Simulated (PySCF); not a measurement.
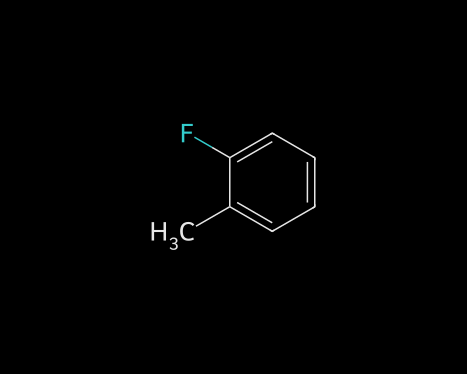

Transcribe the drawing into SMILES.

Answer. Cc1ccccc1F

What is the molecular formula?

Answer. C7H7F.

More results for the same structure follow; atom numbers are the same in all pictures, views and colours differ. The geometry was computed by an optimisation with PBE0-D3(BJ)/def2-SVP. No frequency run is at hand to confirm it as a minimum.

### Electronic properties

No frequency run is at hand to confirm it as a minimum. Method: PBE0/pcSseg-1, gas phase (PySCF 2.14.0).

Give the HOMO energy (Kohn–Sham orbital) at this level.

Answer. −7.03 eV.

Estimate the HOMO–LUMO gap.

Answer. 6.67 eV.

What is the dipole moment?

Answer. 1.15 D.

### Spin–spin coupling

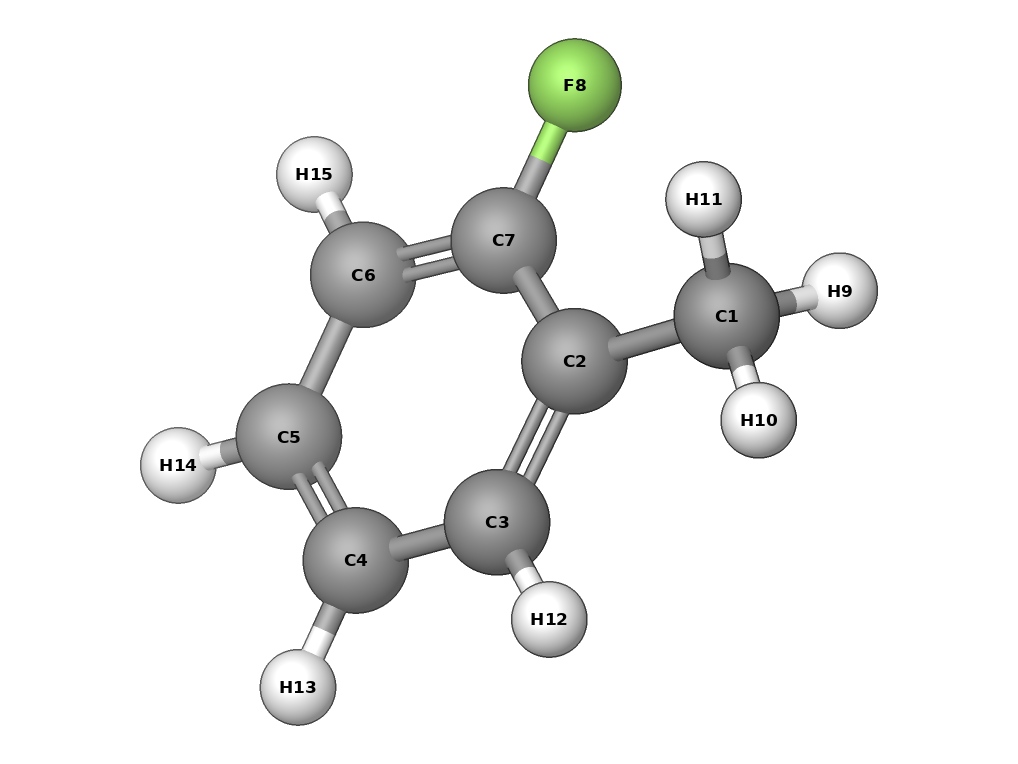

No frequency run is at hand to confirm it as a minimum. Properties computed with B3LYP/pcJ-1 indirect spin-spin coupling, non-relativistic, gas phase (PySCF 2.14.0). Isotopes: 13C, 19F, 1H.

Give the spin–spin coupling constants of these pairs, with the number of bonds between them: C7/F8, C2/F8, C6/F8, C1/F8, C3/F8, C5/F8, F8/H15.

```tsv
pair	bonds apart	J (Hz)
C7, F8	1	−310.3
C2, F8	2	14.0
C6, F8	2	19.0
C1, F8	3	4.3
C3, F8	3	2.5
C5, F8	3	5.1
F8, H15	3	9.9
```

Density functionals are unreliable for couplings to fluorine, so those rows may be far off.

### Ring current

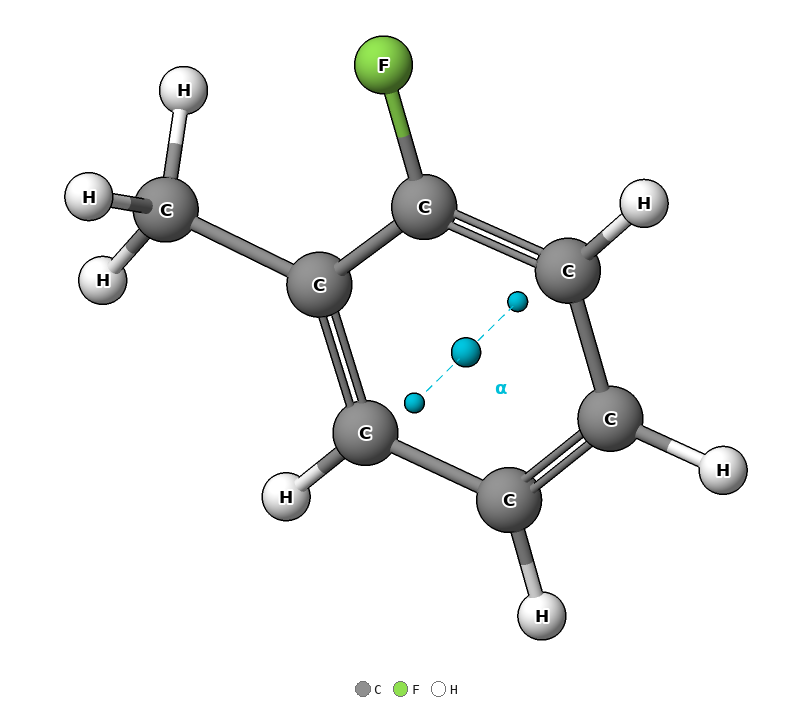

The small points mark where nucleus-independent chemical shifts (NICS) were computed: at the centre of each lettered ring and 1 Å above and below it. No frequency run is at hand to confirm it as a minimum. Level of theory: GIAO PBE0/pcSseg-1 NMR shielding, non-relativistic, gas phase (PySCF 2.14.0).

Give NICS(0), NICS(1) and the out-of-plane component NICS(1)zz for each ring (means of the two sides).

```tsv
ring	members	NICS(0)	NICS(1)	NICS(1)zz
α	C6	−10.3	−11.4	−27.8
```

Values in ppm.

What do the values say about the ring currents?

Answer. Ring α: diatropic, as in an aromatic ring. NICS is one index among several.

### NMR shielding

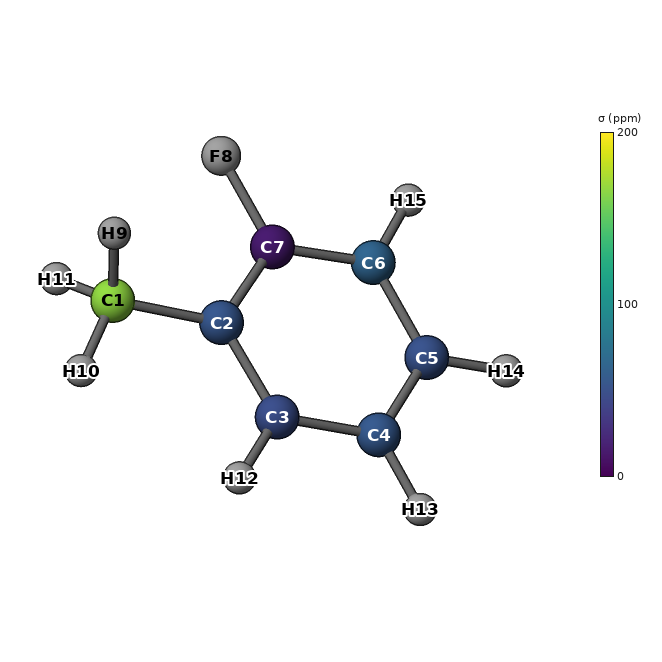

Atoms are coloured by their isotropic NMR shieldings (C only, the others grey). No frequency run is at hand to confirm it as a minimum. Properties computed with GIAO PBE0/pcSseg-1 NMR shielding, non-relativistic, gas phase (PySCF 2.14.0).

Which C atom is the most shielded (lowest chemical shift)?

Answer. C1 (166.7 ppm).

Which C atom is the least shielded (highest chemical shift)?

Answer. C7 (15.3 ppm).

How wide is the range of C shifts?

Answer. 151.4 ppm.

Give the isotropic NMR shieldings of the C atoms atom by atom.

| atom | σ (ppm) |
| --- | --- |
| C1 | 166.7 |
| C2 | 54.1 |
| C3 | 47.7 |
| C4 | 55.9 |
| C5 | 51.4 |
| C6 | 64.6 |
| C7 | 15.3 |
